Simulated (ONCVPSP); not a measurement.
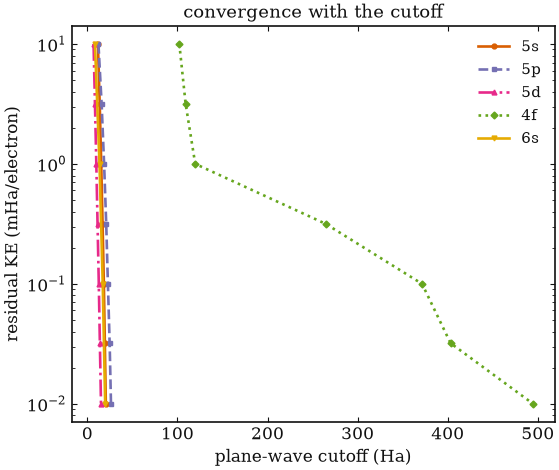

Residual kinetic energy of the pseudo-waves (the first of each channel, and further valence shells) beyond the plane-wave cutoff, as the generator prints it.

ONCVPSP 4.0.1 input (lines: element, Z, core and valence counts, functional; n l f; lmax; l rc ep ncon nbas qcut; lloc lpopt rc5 dvloc0; l nproj debl; icmod fcfact rcfact), PBE, scalar-relativistic:

```
  Ho 67.00    9    5        4      upf
    1    0    2.00
    2    0    2.00
    2    1    6.00
    3    0    2.00
    3    1    6.00
    3    2   10.00
    4    0    2.00
    4    1    6.00
    4    2   10.00
    4    3   10.00
    5    0    2.00
    5    1    6.00
    5    2    1.00
    6    0    2.00
    3
    0    1.90    0.00    3    7    6.80
    1    2.00    0.00    3    7    8.10
    2    2.75    0.00    4    8    6.60
    3    0.95    0.00    4    9   15.20
    4    4    0.95    2.00
    0    2    0.80
    1    3    1.60
    2    2    3.20
    3    1    1.90
    3    3.75    1.60
```

> Which wave is the hardest at 1 mHa per electron, and which settings govern it?

4f, with rc = 0.95 bohr and qcut = 15.2 1/bohr. The optimisation minimises, but can't always remove, the kinetic energy above qcut²/2 = 115.5 Ha, and a larger rc would as a rule soften the wave at some cost in transferability.

> Which cutoffs does the potential need for its occupied states?

120 Ha for 1 mHa and 372 Ha for 0.1 mHa per electron. The first is set by 4f.

> At which cutoff does each wave reach 1 mHa per electron?

4f: 120 Ha; 5p: 19 Ha; 5s: 15 Ha; 6s: 14 Ha; 5d: 10.0 Ha.
